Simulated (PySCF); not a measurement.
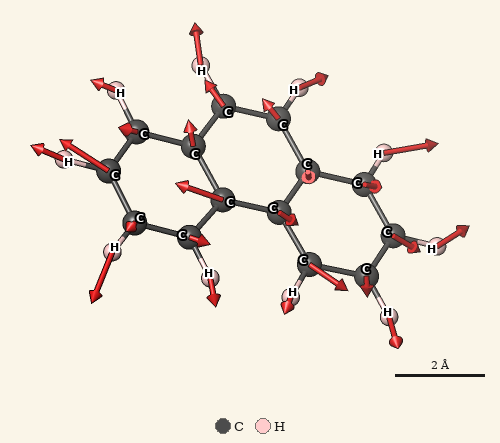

This is a relaxation of C14H10. The starting structure is drawn; red arrows show the displacements, 30 times their true length. The two geometries are superimposed by the best rigid fit.

The picture is a ball-and-stick view, seen at a tilt.

The start comes from GFN2-xTB. Its atoms were then displaced at random by about 0.01 Å.

These are results of PBE0-D3(BJ)/def2-SVP geometry optimisation, gas phase (PySCF 2.14.0, density-fitted response routines), not measurements. 

Q: What happened in the run?

A: Over 7 geometry steps the energy falls by 6.43 kcal/mol. The atom that moves furthest after the best rigid fit is an H atom (0.046 Å). By element the largest moves are H 0.046 Å, C 0.044 Å. Among the contacts that change: C–C 1.393 → 1.453 Å, C–C 1.363 → 1.405 Å, C–H 1.062 → 1.092 Å, C–C 1.404 → 1.381 Å. Bond angles that change, for instance: C–C–C 114.6° → 118.0°, C–C–H 116.9° → 119.8°, C–C–H 120.7° → 118.3°. The run took 120 s on 2 threads of Intel(R) Xeon(R) 6975P-C, on a shared host.
